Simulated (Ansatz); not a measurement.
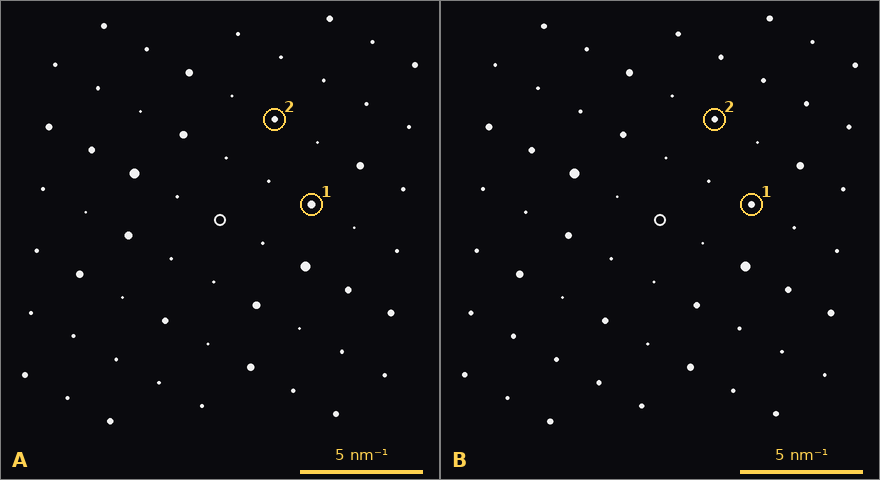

Kinematic electron diffraction patterns (200 kV, B = 0.5 Å², same scale) along [101] of the run's own cell, for the start and the end of one relaxation of Ag5P2O6 with DFT, PAW plane waves, pbe in Ansatz. k mesh 5×5×4. The start is a generated model structure, and the relaxation ends in the nearest stationary point of its symmetry, not necessarily the ground state. Spot 1 is -1 1 1 and spot 2 is -2 -1 2 in both.

Start structure:

```
Ag P O
1.0
     2.87428    4.97839    0.00000
    -2.87428    4.97840    0.00000
     0.00000    0.00000    6.22698
Ag P O
5 2 6
Direct
  0.00000 0.00000 0.24120
  0.00000 0.00000 0.75880
  0.50000 0.50000 0.00000
  0.00000 0.50000 0.00000
  0.50000 0.00000 0.00000
  0.66670 0.66660 0.50000
  0.33330 0.33340 0.50000
  0.62080 0.37920 0.68920
  0.00000 0.62080 0.68920
  0.37920 0.00000 0.68920
  0.00000 0.37920 0.31080
  0.37920 0.62080 0.31080
  0.62080 0.00000 0.31080
```

Question: Which pattern belongs to the start structure, and which to the relaxed one?

Answer: A is the start: its cell gives d(1) = 2.610 Å, d(2) = 2.112 Å and an angle of 51.8°. The spot positions hardly differ, so the intensities decide: those computed from the start structure match A, and B is the relaxed structure.

Question: Name reflections whose intensity changes strongly on relaxation.

Answer: 1 -1 -1 goes from 34 to 18 % of the strongest spot.

Question: Summarise the relaxation behind the change.

Answer: The cell was held fixed; with the mean shift removed, the atoms moved by up to 0.23 Å relative to the cell (O most); the space group stayed P-31m (No. 162); the free energy fell by 99 meV an atom.
